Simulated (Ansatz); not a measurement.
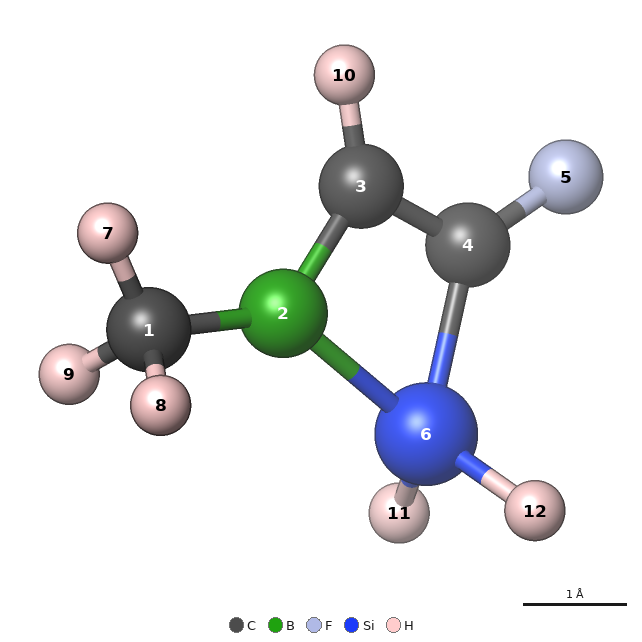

Orthographic view. Atoms fade into the background with distance from the viewer. The computed structure is the end point of a PBE-D4/def2-SVP optimisation. No frequency run is at hand to confirm it as a minimum.

Write a Z-matrix (Å, degrees) in the order of the atom numbers, with these reference atoms: 2 to 1; 3 to 2, 1; 4 to 3, 2, 1; 5 to 4, 3, 2; 6 to 4, 5, 3; 7 to 1, 2, 3; 8 to 1, 7, 2; 9 to 1, 7, 8; 10 to 3, 4, 5; 11 to 6, 4, 5; 12 to 6, 11, 4.

```
C  
B    1   1.561
C    2   1.546   1   132.2
C    3   1.377   2   101.6   1  -178.2
F    4   1.332   3   125.2   2   179.7
Si   4   1.917   5   135.0   3  -179.9
H    1   1.109   2   114.7   3    -9.0
H    1   1.111   7   109.2   2   126.3
H    1   1.115   7   107.8   8   113.1
H    3   1.106   4   125.0   5    -0.2
H    6   1.509   4   114.0   5   -61.4
H    6   1.509  11   107.3   4  -127.0
```
